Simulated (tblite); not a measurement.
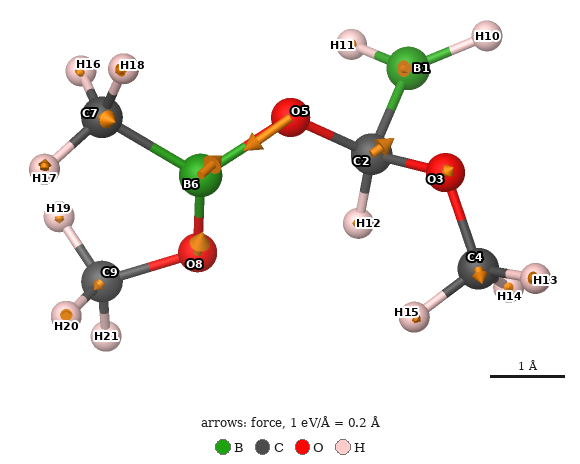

Starting geometry of C$_{4}$H$_{12}$B$_{2}$O$_{3}$ with the computed forces as orange arrows. Style: ball-and-stick. Shown from a free direction.

The calculation used GFN2-xTB geometry optimisation, gas phase in tblite. 

**Is this structure relaxed? If not, where do the atoms go?**

It isn't relaxed: the largest force vector, on O5, is 3.93 eV/Å. The final displacements have little in common with the starting forces (cosine between the two patterns 0.09). After 118 geometry steps the energy has fallen by 97.4 kJ/mol. The largest move after the best rigid fit is that of H14, 1.40 Å. Largest moves by element: H 1.40 Å, C 0.65 Å, O 0.42 Å, B 0.35 Å. Some distances before and after: O5–B6 1.458 → 1.347 Å, B6–O8 1.433 → 1.369 Å, C2–O5 1.381 → 1.422 Å, O3–C4 1.376 → 1.411 Å. Bond angles that change, for instance: B1–C2–H12 111.7° → 100.7°, B6–O8–C9 113.6° → 123.3°, C2–O5–B6 114.7° → 124.0°. Groups turn about C2–O3 by about 55°, B1–C2 by about 25°.
